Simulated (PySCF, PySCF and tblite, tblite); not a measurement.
# allyl trifluoroacetate (C₅H₅F₃O₂): conformers and averaged spectra, part 3 of 3

PySCF and tblite. Atoms count from 0.

## 16. Couplings, conformer 1: B3LYP/pcJ-1+pcSseg-1

The job: settings as JSON, then the geometry in Å.

```
{"job": {"xc": "B3LYP", "basis": {"default": "pcSseg-1", "H": "pcJ-1", "F": "pcJ-1"}, "nuclei": ["H", "F", "P", "Si", "B"], "kind": "j"}, "charge": 0, "multiplicity": 1}
C      2.289880    -0.245425    -1.207570
C      1.392215    -0.968889    -0.539781
C      0.880219    -0.610430     0.816776
O     -0.539451    -0.383551     0.782833
C     -0.937271     0.834439     0.456285
O     -0.250273     1.789103     0.246026
C     -2.475292     0.868731     0.395762
F     -2.990586     0.562549     1.584469
F     -2.892163     2.071567     0.047827
F     -2.922740    -0.012479    -0.494325
H      2.698110     0.681129    -0.792250
H      2.646563    -0.551155    -2.194445
H      0.978394    -1.883350    -0.980333
H      1.380663     0.285803     1.209618
H      1.005734    -1.441411     1.524961
```

The log of the run:

```text
coarse grid: 13960 points
cycle   1  E = -643.0694744548  dE =  1.771e+00  |g| = 1.324e+00  |ddm| = 3.331e+00
cycle   2  E = -642.2266296560  dE =  8.428e-01  |g| = 2.585e+00  |ddm| = 2.227e+00
cycle   3  E = -643.3389365379  dE = -1.112e+00  |g| = 4.203e-01  |ddm| = 1.726e+00
cycle   4  E = -643.3661905734  dE = -2.725e-02  |g| = 1.831e-01  |ddm| = 3.518e-01
cycle   5  E = -643.3716592110  dE = -5.469e-03  |g| = 3.809e-02  |ddm| = 1.085e-01
cycle   6  E = -643.3719398473  dE = -2.806e-04  |g| = 1.239e-02  |ddm| = 3.007e-02
cycle   7  E = -643.3719701053  dE = -3.026e-05  |g| = 4.093e-03  |ddm| = 1.017e-02
cycle   8  E = -643.3719736710  dE = -3.566e-06  |g| = 1.045e-03  |ddm| = 3.193e-03
final grid: 140128 points
cycle   9  E = -643.4769373196  dE = -1.399e-04  |g| = 7.633e-03  |ddm| = 2.409e-02
cycle  10  E = -643.4769235645  dE =  1.376e-05  |g| = 1.155e-02  |ddm| = 1.108e-02
cycle  11  E = -643.4769472822  dE = -2.372e-05  |g| = 1.899e-03  |ddm| = 7.016e-03
cycle  12  E = -643.4769479243  dE = -6.421e-07  |g| = 6.392e-04  |ddm| = 1.479e-03
cycle  13  E = -643.4769479809  dE = -5.667e-08  |g| = 2.949e-04  |ddm| = 4.984e-04
cycle  14  E = -643.4769479981  dE = -1.718e-08  |g| = 2.783e-05  |ddm| = 1.851e-04
cycle  15  E = -643.4769479982  dE = -1.128e-10  |g| = 1.355e-05  |ddm| = 2.459e-05
converged SCF energy = -643.4769479982

Indirect spin-spin couplings (Hz)
  i      j    bonds     total        FC       PSO       DSO        SD
  7 F    8 F    2     50.529    32.516   -30.156    -0.355    48.524
  7 F    9 F    2     94.686    39.195    -2.454    -0.290    58.234
  7 F   13 H    5      0.188     0.175     0.663    -0.593    -0.057
  7 F   14 H    5      0.401     0.486     0.323    -0.418     0.009
  8 F    9 F    2     46.997    32.637   -33.089    -0.343    47.792
  8 F   13 H    5     -0.198    -0.176     0.823    -0.857     0.012
  8 F   14 H    5      0.684     0.783     1.070    -1.220     0.051
  9 F   13 H    5      0.780     0.813     1.074    -1.103    -0.004
  9 F   14 H    5     -0.276    -0.202     0.707    -0.760    -0.021
 10 H   11 H    2      1.500     1.666     3.194    -3.360         -
 10 H   12 H    3     17.830    18.714     2.204    -3.088         -
 10 H   13 H    4     -0.260    -0.520    -1.665     1.925         -
 10 H   14 H    4     -2.218    -1.998     0.937    -1.156         -
 11 H   12 H    3     11.270    11.703     0.111    -0.544         -
 11 H   13 H    4     -0.636    -0.333     1.179    -1.482         -
 11 H   14 H    4     -1.496    -1.216     1.283    -1.563         -
 12 H   13 H    3     11.787    12.205     2.214    -2.632         -
 12 H   14 H    3      4.843     4.870     0.317    -0.344         -
 13 H   14 H    2    -12.580   -12.495     1.777    -1.863         -
```

It took 72 s on 1 thread of Intel Xeon, shared host.

In short: HOMO -8.01 eV, LUMO -1.04 eV; dipole 3.03 D.

## 17. Couplings, conformer 2: B3LYP/pcJ-1+pcSseg-1

The job: settings as JSON, then the geometry in Å.

```
{"job": {"xc": "B3LYP", "basis": {"default": "pcSseg-1", "H": "pcJ-1", "F": "pcJ-1"}, "nuclei": ["H", "F", "P", "Si", "B"], "kind": "j"}, "charge": 0, "multiplicity": 1}
C     -2.921173    -0.579283     0.226877
C     -1.808482     0.095968    -0.057767
C     -0.727489     0.360788     0.937059
O      0.508244    -0.278351     0.565792
C      1.244171     0.336573    -0.340726
O      0.995885     1.368985    -0.891484
C      2.518393    -0.482822    -0.618688
F      3.302694     0.167667    -1.458493
F      3.188753    -0.704716     0.507790
F      2.196739    -1.658358    -1.154073
H     -3.097397    -0.999084     1.222791
H     -3.703089    -0.731605    -0.521394
H     -1.651017     0.511989    -1.058895
H     -0.976597    -0.054111     1.921775
H     -0.538182     1.441917     1.028737
```

The log of the run:

```text
coarse grid: 13960 points
cycle   1  E = -643.0699315423  dE =  1.771e+00  |g| = 1.325e+00  |ddm| = 3.345e+00
cycle   2  E = -642.2440256531  dE =  8.259e-01  |g| = 2.571e+00  |ddm| = 2.176e+00
cycle   3  E = -643.3408401638  dE = -1.097e+00  |g| = 4.115e-01  |ddm| = 1.668e+00
cycle   4  E = -643.3668335076  dE = -2.599e-02  |g| = 1.821e-01  |ddm| = 3.455e-01
cycle   5  E = -643.3722205304  dE = -5.387e-03  |g| = 3.603e-02  |ddm| = 1.053e-01
cycle   6  E = -643.3724765389  dE = -2.560e-04  |g| = 1.073e-02  |ddm| = 2.799e-02
cycle   7  E = -643.3724974947  dE = -2.096e-05  |g| = 3.412e-03  |ddm| = 7.735e-03
cycle   8  E = -643.3724996549  dE = -2.160e-06  |g| = 9.435e-04  |ddm| = 2.666e-03
final grid: 140128 points
cycle   9  E = -643.4769035184  dE = -1.403e-04  |g| = 7.844e-03  |ddm| = 2.583e-02
cycle  10  E = -643.4768916173  dE =  1.190e-05  |g| = 1.127e-02  |ddm| = 1.130e-02
cycle  11  E = -643.4769144402  dE = -2.282e-05  |g| = 1.561e-03  |ddm| = 6.763e-03
cycle  12  E = -643.4769148827  dE = -4.425e-07  |g| = 5.725e-04  |ddm| = 1.249e-03
cycle  13  E = -643.4769149252  dE = -4.245e-08  |g| = 3.177e-04  |ddm| = 4.624e-04
cycle  14  E = -643.4769149441  dE = -1.895e-08  |g| = 3.720e-05  |ddm| = 2.002e-04
cycle  15  E = -643.4769149443  dE = -2.328e-10  |g| = 1.545e-05  |ddm| = 3.231e-05
converged SCF energy = -643.4769149443

Indirect spin-spin couplings (Hz)
  i      j    bonds     total        FC       PSO       DSO        SD
  7 F    8 F    2     44.221    31.313   -34.325    -0.356    47.588
  7 F    9 F    2     52.546    32.475   -28.607    -0.351    49.028
  7 F   13 H    5      0.686     0.772     1.065    -1.196     0.044
  7 F   14 H    5     -0.242    -0.219     0.800    -0.822    -0.001
  8 F    9 F    2     94.471    39.420    -2.858    -0.296    58.205
  8 F   13 H    5      0.214     0.310     0.283    -0.388     0.009
  8 F   14 H    5      0.240     0.235     0.606    -0.535    -0.066
  9 F   13 H    5     -0.249    -0.181     0.707    -0.752    -0.022
  9 F   14 H    5      0.899     0.918     1.095    -1.127     0.013
 10 H   11 H    2      1.444     1.613     3.252    -3.421         -
 10 H   12 H    3     17.930    18.812     2.195    -3.077         -
 10 H   13 H    4     -0.342    -0.559    -1.486     1.703         -
 10 H   14 H    4     -2.279    -2.079     0.855    -1.055         -
 11 H   12 H    3     11.275    11.691     0.083    -0.499         -
 11 H   13 H    4     -0.630    -0.314     1.249    -1.565         -
 11 H   14 H    4     -1.633    -1.365     1.224    -1.491         -
 12 H   13 H    3     11.865    12.301     2.247    -2.682         -
 12 H   14 H    3      4.558     4.560     0.134    -0.135         -
 13 H   14 H    2    -12.564   -12.473     1.783    -1.874         -
```

Wall time 71 s (1 thread of Intel Xeon, shared host).

Key values: HOMO -8.06 eV, LUMO -1.11 eV; dipole 3.12 D.

## 18. Couplings, conformer 3: B3LYP/pcJ-1+pcSseg-1

The job: settings as JSON, then the geometry in Å.

```
{"job": {"xc": "B3LYP", "basis": {"default": "pcSseg-1", "H": "pcJ-1", "F": "pcJ-1"}, "nuclei": ["H", "F", "P", "Si", "B"], "kind": "j"}, "charge": 0, "multiplicity": 1}
C     -2.974836    -0.027930    -0.802808
C     -1.899181     0.455230    -0.183206
C     -0.799802    -0.393667     0.349691
O      0.446032     0.095151    -0.170226
C      1.534228    -0.467230     0.321387
O      1.580352    -1.331738     1.145602
C      2.782491     0.156225    -0.330651
F      3.875076    -0.418889     0.137228
F      2.742287    -0.006861    -1.650523
F      2.839221     1.460071    -0.070489
H     -3.094257    -1.099784    -0.991457
H     -3.780277     0.628693    -1.140540
H     -1.796879     1.532627    -0.009957
H     -0.919675    -1.450773     0.065656
H     -0.750683    -0.352189     1.450994
```

The log of the run:

```text
coarse grid: 13960 points
cycle   1  E = -643.0687816021  dE =  1.779e+00  |g| = 1.326e+00  |ddm| = 3.345e+00
cycle   2  E = -642.2382297388  dE =  8.306e-01  |g| = 2.576e+00  |ddm| = 2.187e+00
cycle   3  E = -643.3411001037  dE = -1.103e+00  |g| = 4.081e-01  |ddm| = 1.678e+00
cycle   4  E = -643.3665267261  dE = -2.543e-02  |g| = 1.826e-01  |ddm| = 3.485e-01
cycle   5  E = -643.3719538468  dE = -5.427e-03  |g| = 3.673e-02  |ddm| = 1.061e-01
cycle   6  E = -643.3722160766  dE = -2.622e-04  |g| = 1.193e-02  |ddm| = 2.961e-02
cycle   7  E = -643.3722434885  dE = -2.741e-05  |g| = 4.163e-03  |ddm| = 9.642e-03
cycle   8  E = -643.3722473031  dE = -3.815e-06  |g| = 9.909e-04  |ddm| = 3.229e-03
final grid: 140128 points
cycle   9  E = -643.4768359027  dE = -1.375e-04  |g| = 8.001e-03  |ddm| = 1.967e-02
cycle  10  E = -643.4768204731  dE =  1.543e-05  |g| = 1.219e-02  |ddm| = 1.158e-02
cycle  11  E = -643.4768467240  dE = -2.625e-05  |g| = 2.216e-03  |ddm| = 7.533e-03
cycle  12  E = -643.4768476090  dE = -8.850e-07  |g| = 5.912e-04  |ddm| = 1.590e-03
cycle  13  E = -643.4768476534  dE = -4.444e-08  |g| = 2.818e-04  |ddm| = 4.499e-04
cycle  14  E = -643.4768476695  dE = -1.605e-08  |g| = 2.699e-05  |ddm| = 1.833e-04
cycle  15  E = -643.4768476696  dE = -1.214e-10  |g| = 1.087e-05  |ddm| = 2.335e-05
converged SCF energy = -643.4768476696

Indirect spin-spin couplings (Hz)
  i      j    bonds     total        FC       PSO       DSO        SD
  7 F    8 F    2     47.401    30.906   -31.400    -0.361    48.256
  7 F    9 F    2     49.322    32.154   -30.985    -0.361    48.514
  7 F   13 H    5     -0.280    -0.224     0.793    -0.849     0.001
  7 F   14 H    5     -0.288    -0.253     0.817    -0.852     0.001
  8 F    9 F    2     94.242    39.454    -3.164    -0.298    58.250
  8 F   13 H    5      0.976     1.007     0.376    -0.332    -0.075
  8 F   14 H    5      1.183     1.222     1.099    -1.133    -0.005
  9 F   13 H    5      1.047     1.096     1.077    -1.119    -0.006
  9 F   14 H    5      0.670     0.685     0.485    -0.417    -0.083
 10 H   11 H    2      1.211     1.380     3.276    -3.445         -
 10 H   12 H    3     17.920    18.817     2.257    -3.154         -
 10 H   13 H    4     -0.477    -0.699    -1.499     1.721         -
 10 H   14 H    4     -2.961    -2.782     0.707    -0.886         -
 11 H   12 H    3     11.501    11.937     0.153    -0.590         -
 11 H   13 H    4     -0.760    -0.448     1.217    -1.528         -
 11 H   14 H    4     -2.605    -2.333     1.201    -1.473         -
 12 H   13 H    3     12.131    12.563     2.266    -2.698         -
 12 H   14 H    3      3.894     3.950     0.461    -0.517         -
 13 H   14 H    2    -15.390   -15.405     1.519    -1.505         -
```

It took 69 s on 1 thread of Intel Xeon, shared host.

Key values: HOMO -8.01 eV, LUMO -1.09 eV; dipole 3.16 D.

## 19. Couplings, conformer 4: B3LYP/pcJ-1+pcSseg-1

The job: settings as JSON, then the geometry in Å.

```
{"job": {"xc": "B3LYP", "basis": {"default": "pcSseg-1", "H": "pcJ-1", "F": "pcJ-1"}, "nuclei": ["H", "F", "P", "Si", "B"], "kind": "j"}, "charge": 0, "multiplicity": 1}
C      2.241843     0.910699     0.304652
C      2.068111    -0.335651    -0.130438
C      0.807087    -0.874138    -0.713956
O     -0.173734     0.156582    -0.784238
C     -1.444495    -0.195432    -0.715034
O     -1.885078    -1.302182    -0.623582
C     -2.320941     1.069906    -0.766352
F     -3.597721     0.743389    -0.696296
F     -2.025267     1.875451     0.252164
F     -2.107355     1.733422    -1.899274
H      1.433982     1.645187     0.258210
H      3.198839     1.230550     0.722440
H      2.886682    -1.062656    -0.078795
H      0.408049    -1.714185    -0.122014
H      0.979725    -1.258822    -1.734654
```

The log of the run:

```text
coarse grid: 13960 points
cycle   1  E = -643.0653214896  dE =  1.798e+00  |g| = 1.328e+00  |ddm| = 3.339e+00
cycle   2  E = -642.2380890526  dE =  8.272e-01  |g| = 2.572e+00  |ddm| = 2.212e+00
cycle   3  E = -643.3401264746  dE = -1.102e+00  |g| = 4.069e-01  |ddm| = 1.683e+00
cycle   4  E = -643.3656664044  dE = -2.554e-02  |g| = 1.809e-01  |ddm| = 3.513e-01
cycle   5  E = -643.3710149250  dE = -5.349e-03  |g| = 3.472e-02  |ddm| = 1.047e-01
cycle   6  E = -643.3712551373  dE = -2.402e-04  |g| = 9.770e-03  |ddm| = 2.729e-02
cycle   7  E = -643.3712719185  dE = -1.678e-05  |g| = 2.903e-03  |ddm| = 6.581e-03
cycle   8  E = -643.3712733533  dE = -1.435e-06  |g| = 7.827e-04  |ddm| = 2.190e-03
final grid: 140128 points
cycle   9  E = -643.4765370814  dE = -1.392e-04  |g| = 7.399e-03  |ddm| = 1.925e-02
cycle  10  E = -643.4765269509  dE =  1.013e-05  |g| = 1.077e-02  |ddm| = 9.662e-03
cycle  11  E = -643.4765459219  dE = -1.897e-05  |g| = 1.728e-03  |ddm| = 5.975e-03
cycle  12  E = -643.4765464148  dE = -4.929e-07  |g| = 6.130e-04  |ddm| = 1.332e-03
cycle  13  E = -643.4765464657  dE = -5.091e-08  |g| = 2.617e-04  |ddm| = 4.459e-04
cycle  14  E = -643.4765464795  dE = -1.380e-08  |g| = 3.193e-05  |ddm| = 1.832e-04
cycle  15  E = -643.4765464796  dE = -1.667e-10  |g| = 1.042e-05  |ddm| = 2.272e-05
converged SCF energy = -643.4765464796

Indirect spin-spin couplings (Hz)
  i      j    bonds     total        FC       PSO       DSO        SD
  7 F    8 F    2     46.991    30.660   -31.287    -0.343    47.961
  7 F    9 F    2     47.909    30.993   -30.931    -0.357    48.203
  7 F   12 H    6      0.480     0.576     0.775    -0.893     0.023
  7 F   13 H    5     -0.164    -0.160     0.833    -0.845     0.008
  7 F   14 H    5     -0.202    -0.100     0.848    -0.968     0.017
  8 F    9 F    2     93.380    39.053    -3.741    -0.270    58.338
  8 F   10 H    7      0.209     0.104    -1.288     1.321     0.072
  8 F   14 H    5      1.248     1.313     1.064    -1.104    -0.024
  9 F   12 H    6     -0.252    -0.142     0.679    -0.771    -0.017
  9 F   13 H    5      0.882     0.912     1.067    -1.097     0.001
  9 F   14 H    5      1.309     1.366     0.266    -0.274    -0.049
 10 H   11 H    2      1.487     1.602     3.147    -3.262         -
 10 H   12 H    3     18.038    18.931     2.185    -3.078         -
 10 H   13 H    4     -3.721    -3.473     0.909    -1.157         -
 10 H   14 H    4     -3.547    -3.285     0.999    -1.262         -
 11 H   12 H    3     12.352    12.812     0.146    -0.606         -
 11 H   13 H    4     -3.697    -3.425     1.234    -1.506         -
 11 H   14 H    4     -3.502    -3.222     1.275    -1.556         -
 12 H   13 H    3      3.176     3.193     0.367    -0.384         -
 12 H   14 H    3      3.245     3.259     0.361    -0.374         -
 13 H   14 H    2    -20.917   -20.946     1.566    -1.536         -
```

Run time: 73 s. Hardware: 1 thread of Intel Xeon, shared host.

In short: HOMO -7.73 eV, LUMO -1.14 eV; dipole 2.87 D.

## 20. Boltzmann average: properties at WP04/pcSseg-1 in chloroform

The job: settings as JSON, then the geometry in Å.

```
{"job": {"study": "conf", "smiles": "C=CCOC(=O)C(F)(F)F", "search": {"seed": 2444, "n_embed": 150, "ff_keep": 22, "window": 3.0, "nmax": 8, "temps": [220, 260, 298.15, 340, 380], "t_ref": 298.15, "order": 0.0005, "geom": true}, "level": {"nmr": {"xc": "WP04", "basis": "pcSseg-1", "solvent": "chloroform"}, "sp": {"xc": "PBE0", "basis": "def2-SVPD", "solvent": "chloroform"}, "j": {"xc": "B3LYP", "basis": {"default": "pcSseg-1", "H": "pcJ-1", "F": "pcJ-1"}, "nuclei": ["H", "F", "P", "Si", "B"], "top": 4}}, "kind": "conf"}, "charge": 0, "multiplicity": 1}
C     -2.974836    -0.027930    -0.802808
C     -1.899181     0.455230    -0.183206
C     -0.799802    -0.393667     0.349691
O      0.446032     0.095151    -0.170226
C      1.534228    -0.467230     0.321387
O      1.580352    -1.331738     1.145602
C      2.782491     0.156225    -0.330651
F      3.875076    -0.418889     0.137228
F      2.742287    -0.006861    -1.650523
F      2.839221     1.460071    -0.070489
H     -3.094257    -1.099784    -0.991457
H     -3.780277     0.628693    -1.140540
H     -1.796879     1.532627    -0.009957
H     -0.919675    -1.450773     0.065656
H     -0.750683    -0.352189     1.450994
```

The log of the run:

```text
conformer  sym    E(xTB)   E(DFT)   G(298.15 K)  weight  dipole/D
    1     C1      0.000    0.050    0.517   0.1603    3.533
    2     C1      0.209    0.135    0.550   0.1515    3.643
    3     C1      0.778    0.000    0.000   0.3833    3.636
    4     C1      0.635    0.054    0.136   0.3049    3.405

mean shielding (ppm) by class
class atoms           220 K      260 K   298.15 K      340 K      380 K
  0 C  0             45.086     45.048     45.025     45.008     44.998
  1 C  1             35.161     35.163     35.165     35.166     35.167
  2 C  2            100.379    100.385    100.388    100.392    100.395
  3 O  3            105.853    105.787    105.745    105.714    105.692
  4 C  4              8.719      8.712      8.706      8.702        8.7
  5 O  5            -90.416    -90.386    -90.365    -90.347    -90.333
  6 C  6             48.973     48.974     48.974     48.974     48.974
  7 F  7,8,9        262.681    262.686    262.689    262.692    262.693
  8 H  10            25.929     25.928     25.928     25.928     25.928
  9 H  11            26.041      26.04      26.04      26.04     26.039
 10 H  12            25.621      25.62      25.62      25.62      25.62
 11 H  13,14         26.806     26.806     26.805     26.805     26.805
```

Run time: 9.3 min. Hardware: 1 thread of Intel Xeon, shared host. This counts the runs that the step sums up.

The search (ETKDG and KDG, MMFF94s, GFN2-xTB) embedded 150 structures, kept 5 distinct ones after the force field and 4 after xTB; 4 were carried on (window 3.0 kcal/mol at the search's own energies). Energies: PBE0/def2-SVPD in chloroform with D3(BJ).

Conformer by conformer (298 K):

```
no.  group  mirror pair  ΔE xTB  ΔE DFT    ΔG  weight (%)  μ (D)  C0–C1–C2–O3 (°)  C1–C2–O3–C4 (°)  C2–O3–C4–O5 (°)     A, B, C (GHz)
  1     C1          yes    0.00    0.05  0.52        16.0   3.53              118              -86               -4  2.76, 0.75, 0.71
  2     C1          yes    0.21    0.14  0.55        15.1   3.64              116               80                0  2.87, 0.70, 0.67
  3     C1          yes    0.78    0.00  0.00        38.3   3.64              128              173                0  2.93, 0.66, 0.61
  4     C1          yes    0.64    0.05  0.14        30.5   3.40                2             -152               -2  2.50, 0.80, 0.69
```

Energies in kcal/mol. ΔG holds xTB vibrations and rotation, symmetry numbers and mirror pairs.

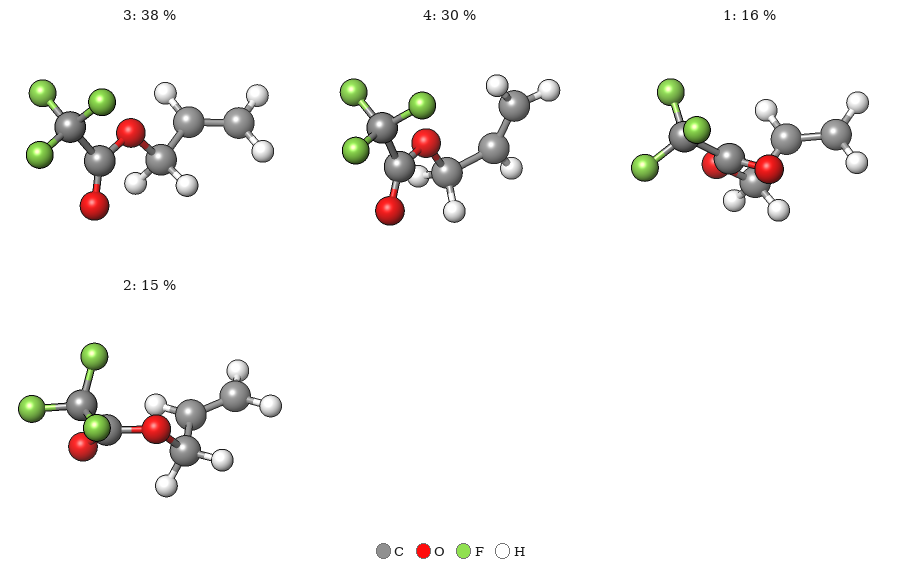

Conformers, most populated first.

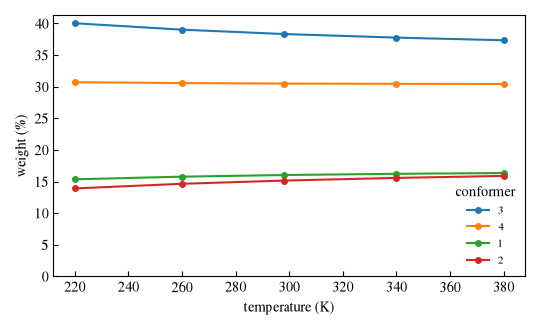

Weights against temperature.

Other ways of weighting, at the same temperature:

```
                                  scheme    3   4   1   2  mean μ (D)
                         DFT free energy   38  30  16  15        3.55
            DFT energy, symmetry counted   28  25  25  22        3.55
                        DFT energy alone   28  25  25  22        3.55
            xTB energy, symmetry counted   12  15  43  30        3.56
                         xTB free energy   20  22  33  25        3.55
                   lowest conformer only  100   0   0   0        3.64
                           equal weights   25  25  25  25        3.55
conformers found from three starts alone   71   0  29   0        3.61
```

Shifts against references run at the same level (19F CFCl3 180.0, 1H TMS 31.55, 13C TMS 173.1, 17O H2O 324.9 ppm of shielding), by class of atoms, at 298 K:

```
     atoms                                 environment  no. 3  no. 4  no. 1  average
        C4                       ester carbonyl carbon  164.5  163.8  164.5    164.4
        C1                                   alkene CH  138.1  137.9  137.9    138.0
        C0                        terminal =CH2 carbon  129.7  121.8  133.2    128.1
        C6                                  CF3 carbon  124.1  124.3  124.0    124.1
        C2                 allylic sp3 CH2 bonded to O   74.1   70.7   72.3     72.7
       H12                    hydrogen on an alkene CH   5.99   5.81   5.87     5.93
       H10          hydrogen on a terminal =CH2 carbon   5.57   5.66   5.68     5.62
       H11          hydrogen on a terminal =CH2 carbon   5.53   5.40   5.61     5.51
  H13, H14  hydrogen on an allylic sp3 CH2 bonded to O   4.63   4.90   4.74     4.74
        O5                       ester carbonyl oxygen  418.3  411.7  415.7    415.3
        O3                         ester alkoxy oxygen  221.7  209.4  224.3    219.1
F7, F8, F9                     fluorine of a CF3 group  -82.5  -82.7  -83.2    -82.7
```

Couplings (Hz, B3LYP/pcJ-1+pcSseg-1; one pair named for each class), from conformers that hold 100 % of the weight:

```
   pair  bonds  no. 3  no. 4  no. 1  average
  F7–F8      2   63.7   62.8   64.1     63.5
H13–H14      2  -15.4  -20.9  -12.6    -16.2
H10–H11      2    1.2    1.5    1.5      1.4
H10–H12      3   17.9   18.0   17.8     17.9
H11–H12      3   11.5   12.3   11.3     11.7
H12–H13      3    8.0    3.2    8.3      6.6
H10–H13      4   -1.7   -3.6   -1.2     -2.2
H11–H13      4   -1.7   -3.6   -1.1     -2.1
```

Effective distances for nuclear Overhauser effects, ⟨r⁻⁶⟩^(−1/6) over all pairs of two classes (Å): H10···H11 1.87; H11···H12 2.45; H12···H13 2.68; H10···H13 2.82; H10···H12 3.09; H11···H13 3.96.

## 21. Outcome

What follows sums up all 3 parts.

```
                                         quantity                                                value
                                       conformers  4; the first in weight is no. 3 (C1), 38 % at 298 K
                          root-mean-square dipole                                               3.55 D
averaged 13C shifts (WP04/pcSseg-1 in chloroform)                 164.4, 138.0, 128.1, 124.1, 72.7 ppm
 averaged 1H shifts (WP04/pcSseg-1 in chloroform)                           5.93, 5.62, 5.51, 4.74 ppm
averaged 19F shifts (WP04/pcSseg-1 in chloroform)                                            -82.7 ppm
```

At 298 K conformer 3 holds 38 % of the ensemble (40 % at 220 K, 37 % at 380 K). Among conformers over 5 %, C0 differs by 11.5 ppm, while the average moves by 0.1 ppm from 220 to 380 K. Among vicinal couplings, H12–H13 differs most between the conformers listed (8.0 for no. 3, 3.2 for no. 4, 8.3 for no. 1; average 6.6 Hz).
